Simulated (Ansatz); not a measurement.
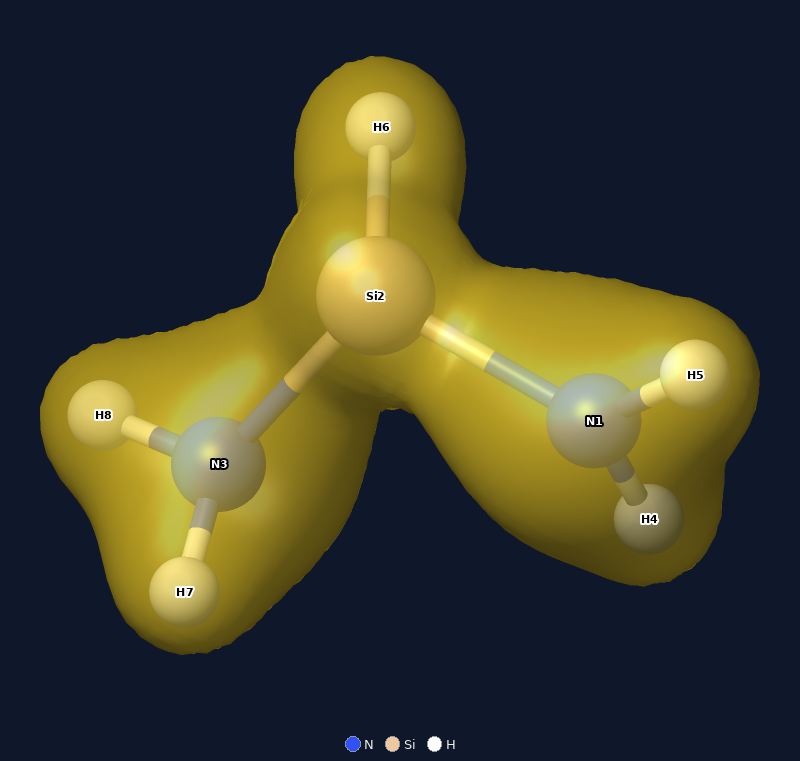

Figure. H5N2Si (SMILES N[SiH]N) (doublet). Isosurface of the total electron density at 0.4 e/Å³ (yellow), seen at a tilt.

The calculation used UKS B3LYP/def2-SVP in Ansatz.

Input file:

```
crystal:
  periodic: [false, false, false]
  atoms:
    - { symbol: "N", position_ang: [-0.7911, 0.4653, -0.9103] }
    - { symbol: Si, position_ang: [0.6647, 0.5567, -0.1631] }
    - { symbol: "N", position_ang: [0.4645, -0.9918, 0.4685] }
    - { symbol: H, position_ang: [-1.3267, -0.12, -0.3662] }
    - { symbol: H, position_ang: [-1.2922, 1.4065, -0.8348] }
    - { symbol: H, position_ang: [0.5126, 1.4955, 0.9715] }
    - { symbol: H, position_ang: [0.5226, -1.6627, -0.2776] }
    - { symbol: H, position_ang: [1.3376, -1.2067, 1.0563] }
magnetization:
  spin_polarized: true
  initial_magnetization: 1
basis:
  gaussian: { orbitals: def2-SVP }
hamiltonian:
  xc: b3lyp
relax:
  f_tol: 0.015
  max_steps: 40
output:
  orbitals: {}
```

Command:

```sh
ansatz run input.yaml --threads 1 --pin off --max-ram 2048MiB --backend cpu --events-out ev --progress --plain --runs-dir out
```

The fields are those of the relaxed geometry.

Question: What does this surface tell about the bonding?

Answer: At this value the surface is in one piece. It bridges the shortest Si–N (1.73 Å), N–H (1.01 Å) and Si–H (1.51 Å) contacts, where the density stays above the isovalue. On the grid the lowest density along these lines, outside the cores, is 0.88 e/Å³ (Si–N, 1.73 Å), 2.2 e/Å³ (N–H, 1.01 Å) and 0.72 e/Å³ (Si–H, 1.51 Å).
